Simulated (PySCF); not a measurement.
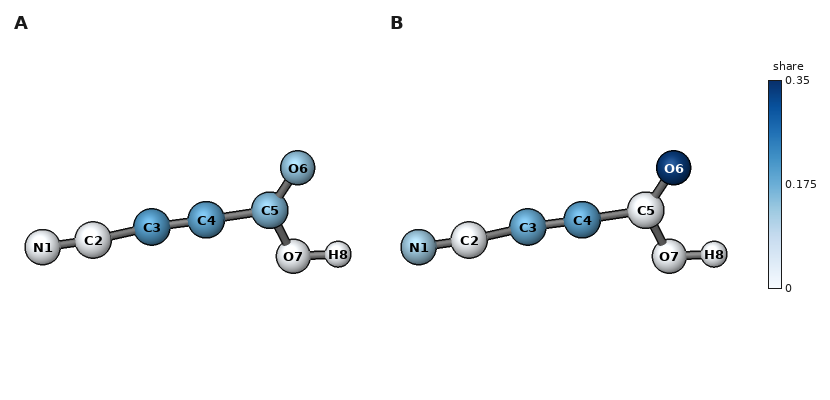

Each panel colours the atoms by their Löwdin share in one orbital (up to four of the largest shares; other atoms are shown as zero). Geometry: a frame of a GFN2-xTB molecular-dynamics simulation, not a minimum. Computed with PBE0/def2-SVPD (PySCF 2.14.0).

Question: The panels show the HOMO, LUMO, in some order. Which is which?

Answer: A: LUMO, −3.15 eV; C3 0.20, C4 0.19, C5 0.15, O6 0.14
B: HOMO, −9.09 eV; O6 0.34, C4 0.19, C3 0.18, N1 0.13
